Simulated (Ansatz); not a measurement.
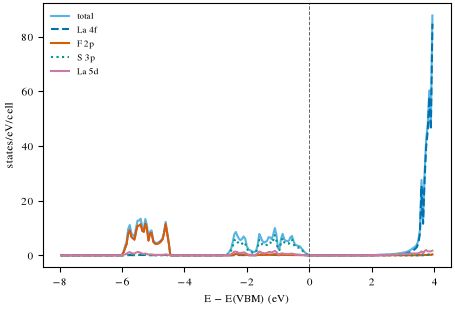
*Total and projected density of states of LaSF in space group P4/nmm (No. 129; La on 2c, S on 2c, F on 2a), r²SCAN in the plane-wave PAW code Ansatz*

### Question
Which orbitals carry the states next to the gap?

### Answer
Top 1 eV of the valence band: S 3p 81 %, La 5d 9 %. Bottom 1 eV of the conduction band: La 5d 61 %, La 4f 29 %. Projections are on Löwdin-orthogonalised atomic valence shells; empty p or d shells of many metals are not among them.

### Question
Where is the tallest occupied peak in this window, and what makes it?

### Answer
Near -5.4 eV, about 13 states/eV per cell; the largest projected share is F 2p.

The workflow started from a Materials Project entry (that database holds measured and hypothetical structures alike); the Crystallography Open Database files this formula in space group No. 129, but the cells were not matched. Its standing as an ambient phase is unchecked. The r²SCAN relaxation kept the symmetry of its start; whether a distortion lowers the energy is not shown. Spin–orbit coupling is left out wherever it is not named.

Potentials: the earlier of the program's two PAW sets.
